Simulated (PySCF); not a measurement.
**U-wB97X-V/STO-3G run of N2H3 (hydrazinyl radical)**

What is the energy change on altering one bond length of N2H3 (hydrazinyl radical) at U-wB97X-V/STO-3G? 

The calculation is run with PySCF 2.14.0.

6 further runs of the same task are left out: 6 set aside as unsound or not needed.

## (1) The molecule

N2H3: 5 atoms, total charge 0, spin state doublet. SMILES: `[NH]N`. Geometry: relaxed at GFN2-xTB. This is one conformer, not always the lowest.

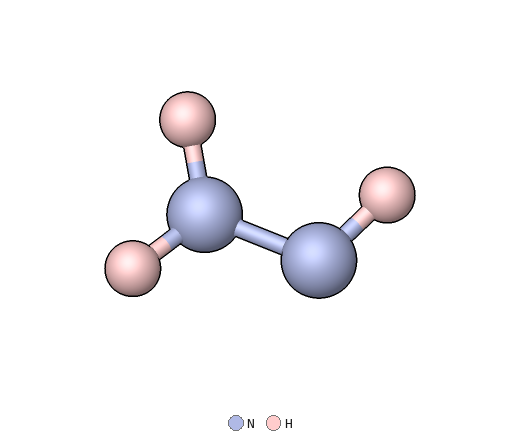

Viewed from a chosen angle; nitrogen light blue, hydrogen pink.

## (2) The energy at U-wB97X-V/STO-3G

The input, run.py:

```python
# hydrazinyl radical
from pyscf import gto, dft

mol = gto.Mole()
mol.atom = [
    ('N', (-0.174970, -0.805480, 0.447260)),
    ('N', (-0.126270, 0.251970, -0.365880)),
    ('H', (0.751750, -0.989150, 0.831090)),
    ('H', (-1.043070, 0.577800, -0.638700)),
    ('H', (0.592550, 0.964850, -0.273770)),
]
mol.basis = 'sto-3g'
mol.max_memory = 1860
mol.verbose = 4
mol.spin = 1
mol.charge = 0
mol.build()

mf = dft.UKS(mol)
mf.xc = 'wb97x-v'
mf.grids.level = 5
mf.nlcgrids.level = 1
mf.conv_tol = 1e-10
mf.kernel()
if not mf.converged:
    mf = mf.newton().run(mf.mo_coeff, mf.mo_occ)

e_final = mf.e_tot
print(f'total energy: {e_final:.8f} hartree')
```

On the command line:

```bash
$ OMP_NUM_THREADS=1 python run.py
```

The program printed:

```text
PySCF version 2.14.0

[INPUT] num. atoms = 5
[INPUT] num. electrons = 17
[INPUT] charge = 0
[INPUT] spin (= nelec alpha-beta = 2S) = 1
[INPUT] symmetry False subgroup None
[INPUT] Mole.unit = angstrom
[INPUT] Symbol           X                Y                Z      unit          X                Y                Z       unit  Magmom
[INPUT]  1 N     -0.174970000000  -0.805480000000   0.447260000000 AA   -0.330645380015  -1.522136598815   0.845198906473 Bohr   0.0
[INPUT]  2 N     -0.126270000000   0.251970000000  -0.365880000000 AA   -0.238615717749   0.476154291607  -0.691412994456 Bohr   0.0
[INPUT]  3 H      0.751750000000  -0.989150000000   0.831090000000 AA    1.420601614142  -1.869222596114   1.570532484865 Bohr   0.0
[INPUT]  4 H     -1.043070000000   0.577800000000  -0.638700000000 AA   -1.971116628750   1.091883754774  -1.206968075760 Bohr   0.0
[INPUT]  5 H      0.592550000000   0.964850000000  -0.273770000000 AA    1.119757215111   1.823302251287  -0.517350321122 Bohr   0.0

nuclear repulsion = 36.7009277596312
number of shells = 9
number of NR pGTOs = 39
number of NR cGTOs = 13
basis = sto-3g
ecp = {}

******** <class 'pyscf.dft.uks.UKS'> ********
method = UKS
initial guess = minao
damping factor = 0
level_shift factor = 0
DIIS = <class 'pyscf.scf.diis.CDIIS'>
diis_start_cycle = 1
diis_space = 8
diis_damp = 0
SCF conv_tol = 1e-10
SCF conv_tol_grad = None
SCF max_cycles = 50
direct_scf = True
direct_scf_tol = 1e-13
number electrons alpha = 9  beta = 8
XC library pyscf.dft.libxc version 7.0.0
    S. Lehtola, C. Steigemann, M. J.T. Oliveira, and M. A.L. Marques.,  SoftwareX 7, 1–5 (2018)
XC functionals = wb97x-v
    N. Mardirossian and M. Head-Gordon.,  Phys. Chem. Chem. Phys. 16, 9904-9924 (2014)
radial grids:
    Treutler-Ahlrichs [JCP 102, 346 (1995); DOI:10.1063/1.469408] (M4) radial grids

becke partition: Becke, JCP 88, 2547 (1988); DOI:10.1063/1.454033
pruning grids: <function nwchem_prune>
grids dens level: 5
symmetrized grids: False
atomic radii adjust function: <function treutler_atomic_radii_adjust>
** Following is NLC and NLC Grids **
NLC functional = wb97x-v
radial grids:
    Treutler-Ahlrichs [JCP 102, 346 (1995); DOI:10.1063/1.469408] (M4) radial grids

becke partition: Becke, JCP 88, 2547 (1988); DOI:10.1063/1.454033
pruning grids: <function nwchem_prune>
grids dens level: 1
symmetrized grids: False
atomic radii adjust function: <function treutler_atomic_radii_adjust>
small_rho_cutoff = 0
Set gradient conv threshold to 1e-05
tot grids = 154848
tot grids = 17656
init E= -109.867176691315
[... the frontier-level lines of each cycle are left out ...]


cycle= 1 E= -109.683857504016  delta_E= 0.183  |g|= 0.209  |ddm|= 2.03
cycle= 2 E= -109.712345667823  delta_E= -0.0285  |g|= 0.124  |ddm|= 0.452
cycle= 3 E= -109.720762863203  delta_E= -0.00842  |g|= 0.0175  |ddm|= 0.152
cycle= 4 E= -109.721284151743  delta_E= -0.000521  |g|= 0.0103  |ddm|= 0.0407
cycle= 5 E= -109.721449736293  delta_E= -0.000166  |g|= 0.00255  |ddm|= 0.0278
cycle= 6 E= -109.72146721849  delta_E= -1.75e-05  |g|= 0.000404  |ddm|= 0.0122
cycle= 7 E= -109.721467699383  delta_E= -4.81e-07  |g|= 0.000165  |ddm|= 0.00168
cycle= 8 E= -109.721467821836  delta_E= -1.22e-07  |g|= 5.05e-05  |ddm|= 0.00106
cycle= 9 E= -109.721467834787  delta_E= -1.3e-08  |g|= 1.11e-05  |ddm|= 0.000396
cycle= 10 E= -109.72146783527  delta_E= -4.83e-10  |g|= 2.09e-06  |ddm|= 7.88e-05
cycle= 11 E= -109.72146783528  delta_E= -1.07e-11  |g|= 4.35e-07  |ddm|= 1.08e-05
Extra cycle  E= -109.721467835281  delta_E= -1.71e-13  |g|= 2.01e-07  |ddm|= 1.12e-06
converged SCF energy = -109.721467835281  <S^2> = 0.7513013  2S+1 = 2.0013009
total energy: -109.72146784 hartree
```

It took 16 s on 1 thread of Arm Neoverse V2, shared host; peak memory 0.17 GiB.

## (3) The distorted shape, same level

The input, mol.xyz:

```xyz
5

N      0.558464    -1.066142     0.665514
N      0.607164    -0.008692    -0.147626
H      1.485184    -1.249812     1.049344
H     -1.043070     0.577800    -0.638700
H      1.325984     0.704188    -0.055516
```

The input, run.py:

```python
from pyscf import gto, dft

mol = gto.M(
    atom='mol.xyz',
    basis='sto-3g',
    verbose=3,
    spin=1,
    max_memory=1860,
)

ks = dft.UKS(mol, xc='wb97x-v')
ks.nlcgrids.level = 1
ks.grids.level = 5
ks.conv_tol = 1e-10
ks.kernel()
if not ks.converged:
    ks = ks.newton().run(ks.mo_coeff, ks.mo_occ)

e_tot = ks.e_tot
print(f'total energy: {e_tot:.8f} hartree')
```

On the command line:

```bash
$ OMP_NUM_THREADS=1 python run.py
```

The program printed:

```text
converged SCF energy = -109.580797190551  <S^2> = 0.9164179  2S+1 = 2.1600166
total energy: -109.58079719 hartree
```

It took 23 s on 1 thread of Arm Neoverse V2, shared host; peak memory 0.18 GiB.

## (4) Summary of results

At U-wB97X-V/STO-3G:

```
                                                         quantity          value
                                        first shape: total energy  -109.72147 Eh
                                       first shape: dipole moment         2.38 D
                  first shape: HOMO energy (highest over α and β)       -4.87 eV
                   first shape: LUMO energy (lowest over α and β)        5.78 eV
                                                first shape: ⟨S²⟩          0.751
                                    distorted shape: total energy  -109.58080 Eh
                                   distorted shape: dipole moment         2.80 D
              distorted shape: HOMO energy (highest over α and β)       -5.33 eV
               distorted shape: LUMO energy (lowest over α and β)        3.25 eV
                                            distorted shape: ⟨S²⟩          0.916
energy change with the N2–H4 bond stretched from 1.011 to 1.819 Å       3.828 eV
```

With the N2–H4 bond stretched from 1.011 to 1.819 Å the energy rises by 3.83 eV (369 kJ/mol). The first shape isn't relaxed at this level, so the change isn't measured from a minimum. The minimal basis adds a large error of its own. Mulliken charges (first shape) run from -0.31 on N2 to +0.21 on H4. ⟨S²⟩ (distorted shape) is 0.92 where a pure doublet has 0.75: the reference is spin-contaminated.
